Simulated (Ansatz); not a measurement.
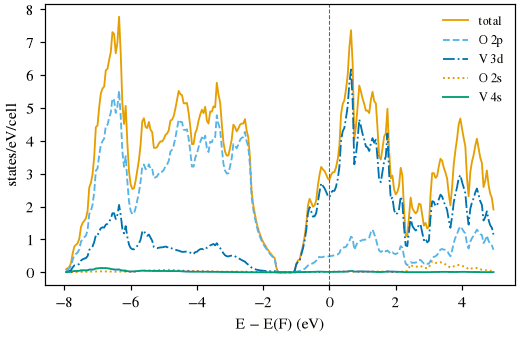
Total and projected density of states of VO$_{2}$ (rutile, P4_2/mnm), PBEsol in the plane-wave PAW code Ansatz

Q: Which orbitals carry the states next to the Fermi level?

A: Within 0.5 eV of the Fermi level: V 3d 83 %, O 2p 16 %. Projections are on Löwdin-orthogonalised atomic valence shells; empty p or d shells of many metals are not among them.

Q: Where is the tallest occupied peak in this window, and what makes it?

A: Near -6.3 eV, about 7.8 states/eV per cell; the largest projected share is O 2p.

This is a known high-temperature phase of the composition, computed here at zero pressure and temperature. The PBEsol relaxation kept the symmetry of its start; whether a distortion lowers the energy is not shown. The final state is ferromagnetic, chosen from 5 collinear starts compared on coarse meshes (ties went to the first, and starts can fall back to one state), not a proven ground state. No Hubbard U is applied. The compound may be a true metal, but semilocal functionals without U, or a wrong spin order, can also close a gap.

Potentials: the later of the program's two PAW sets.
